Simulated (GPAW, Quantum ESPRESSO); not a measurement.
Consider Zn (Zinc, P6_3/mmc).

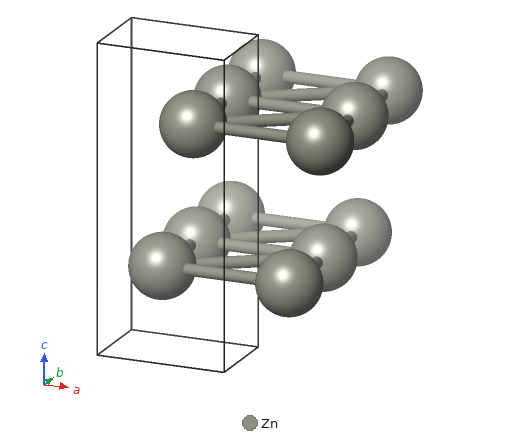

The structure (zinc grey). 2×3×1 cells are drawn.

```cif
data_structure
_symmetry_space_group_name_H-M 'P 1'
_symmetry_Int_Tables_number 1
_cell_length_a 2.6700
_cell_length_b 2.6700
_cell_length_c 4.9660
_cell_angle_alpha 90.000
_cell_angle_beta 90.000
_cell_angle_gamma 120.000
_cell_volume 30.66
loop_
_atom_site_label
_atom_site_type_symbol
_atom_site_fract_x
_atom_site_fract_y
_atom_site_fract_z
_atom_site_occupancy
Zn1 Zn 0.66667 0.33333 0.75000 1
Zn2 Zn 0.33333 0.66667 0.25000 1
```

Absorber: atom 1, with 6 Zn at 2.67 Å and 6 Zn at 2.92 Å (anticuboctahedral, as in hcp, site symmetry -6m2). Method: Quantum ESPRESSO XSpectra, LDA, excited-electron core hole (neutral cell), 14-atom cell with 5.6 Å between holes, 5×5×4 k points, dipole transitions, Lorentzian half width 0.83 eV up to 4 eV, rising linearly to 1.75 eV at 25 eV (not a setting of the program: the run's 0.4 eV curve was folded afterwards with a further Lorentzian).

The database entry behind the starting cell differs from later determinations by our own check (about 0.3 % long), so it need not match the best structure at ambient conditions.

Question: Where do the maxima of the Zn K edge fall?

Main maxima up to 30 eV above the zero (height): 9.2 eV (1.37) and 17.4 eV (0.98). A K edge sees empty p states on the absorber. The total-energy difference is 9676.94 eV. One term is added: -30.82 eV, since the hole is spin-paired here and a spin-polarised one costs that much less in the free atom (computed apart). The photon energy is then 9646.12 eV. The tabulated edge of the element is 9659 eV. The functional leaves an error in such absolute values: in the free atom LDA prices this hole 19.1 eV below PBE (computed apart), and PBE is itself good to a few eV.

The Zn K spectrum (energy from the energy zero of the input (xe0, at the border of filled and empty states); intensity scaled to a mean of 1 over the first 20 eV; folded afterwards to Lorentzian half width 0.83 eV up to 4 eV, rising linearly to 1.75 eV at 25 eV; the points at xe0, where the cut of filled states can leave a spike, are interpolated; polarised curves are means over the symmetry-equivalent atoms):

```tsv
E (eV)	isotropic	ε ⊥ c	ε ∥ c
-2.0	0.12	0.11	0.14
-0.5	0.26	0.23	0.33
1.0	0.59	0.53	0.71
2.5	0.84	0.75	1.00
4.0	0.93	0.88	1.03
5.5	1.05	1.01	1.13
7.0	1.19	1.13	1.31
8.5	1.32	1.29	1.38
10.0	1.32	1.32	1.32
11.5	1.10	1.16	0.98
13.0	0.98	1.05	0.84
14.5	0.97	1.04	0.82
16.0	0.96	1.01	0.85
17.5	0.98	1.04	0.88
19.0	0.92	0.96	0.86
20.5	0.83	0.83	0.84
22.0	0.83	0.81	0.87
23.5	0.84	0.82	0.88
25.0	0.85	0.83	0.90
26.5	0.88	0.86	0.93
28.0	0.92	0.89	0.99
29.5	0.96	0.93	1.04
31.0	1.02	0.97	1.11
```

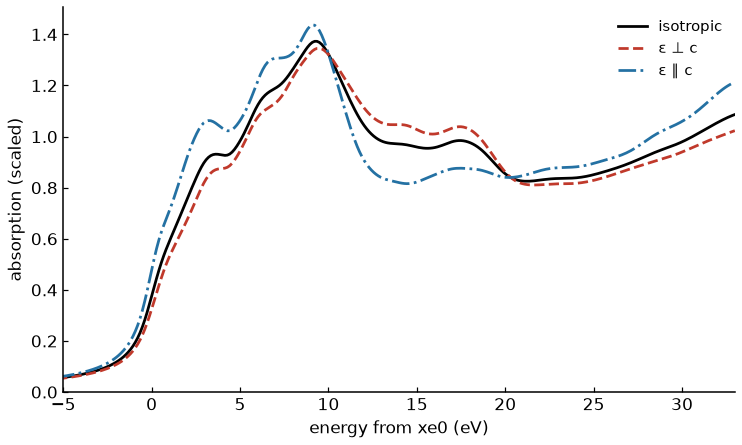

The Zn K edge.

The holes are only 5.6 Å apart, so the shape is probably not converged with cell size; no larger cell was run here. The structure is a published determination, not relaxed.

[Banner, clock and machine lines of the logs are left out without a mark of their own.]

[Logs are printed without paths, hosts, clocks, repeated set-up lines and the standing remarks that a program may print on its own settings, such as how far it seeks lower states.]

[Hosts, paths, dates, database ids (printed as entryN), source tags and the programs' standing remarks are cut or masked in the printed files.]

[Lists of maxima count a maximum above −3 eV only where it reaches 4 % of the highest in the window and stands out from its surroundings by 2 % of it (1.5 % where it reaches 55 %); shoulders and weaker maxima are passed over, and of the rest the first, up to two pre-edge ones and the few strongest are named.]
